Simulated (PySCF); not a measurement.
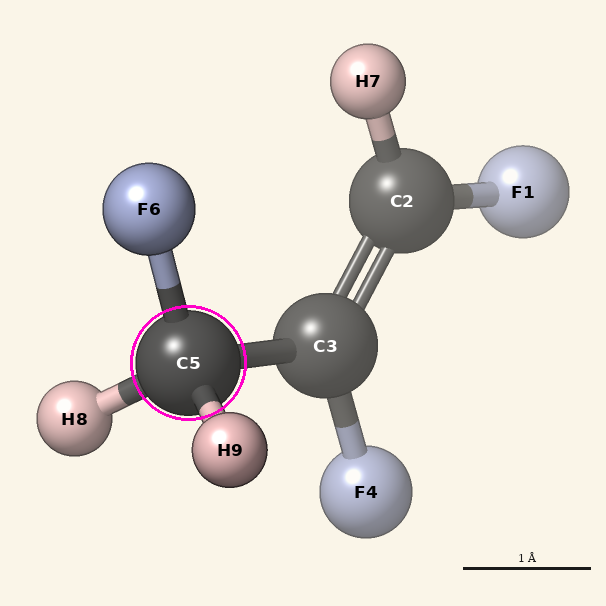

Orthographic view. Distant atoms are faded towards the background colour. Computed geometry: PBE0-D3(BJ)/def2-SVP optimisation. No frequency run is at hand to confirm it as a minimum.

Question: Name the neighbours of the circled atom.

Answer: The circled atom is C5; it is bonded to C3, F6, H8, H9.

Question: Which atom is farthest from the viewer?

Answer: F1, 1.6 Å behind the mean position.

Question: Of C3 and C5, which is nearer the viewer?

Answer: C5; the bond to C3 points away from the viewer, so it looks shorter than its 1.49 Å.

Question: What is the shortest path along bonds from the circled atom to H7?

Answer: C5–C3–C2–H7, 3 bonds; through space the two are 2.77 Å apart.
